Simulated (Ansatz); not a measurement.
Electronic density of states of amorphous La₆Ti₁₄O₃₇, density 4.42 g/cm³, on a 2×2×2 Γ-centred mesh with a Gaussian width of 0.1 eV; energies count from the Fermi level, whose place inside the gap is arbitrary. Cell and mesh are small, so fine structure isn't converged. Computed with PBE, scalar-relativistic without spin-orbit coupling (plane waves to 420 eV, PAW; Ansatz, a quantum-chemistry and plane-wave program). Sampling: a 2×2×2 Γ-centred mesh; Fermi-Dirac width 0.02 eV; no spin polarisation. At PBE the levels at the empty edge of the gap are localised (band-tail or defect states).

It comes from a melt-quench run on a machine-learned potential (CHGNet), relaxed afterwards by DFT. O atoms were pushed apart under 1.9 Å during the dynamics, to hinder bonds among them. The hot cell started wider than the set density and was brought back towards it in steps. It is the lowest in DFT energy of 2 quenches. It is a model cell: composition and starting density were chosen by hand, and all elements were melted together. No dispersion term was used. Its density started from a set value of 4.45 and ended at 4.42 g/cm³. The simulated quench (nominally 240 K/ps over its main leg) is rapid and tends to freeze in more defects than a deposited or slowly cooled glass has. Values belong to this one cell and scatter from quench to quench. Volume and shape were free in the relaxation.

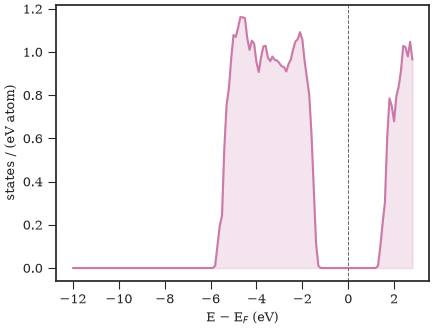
Figure. Density of states per atom

The level gap on this mesh is 2.94 eV; the broadening fills part of it in the curve.
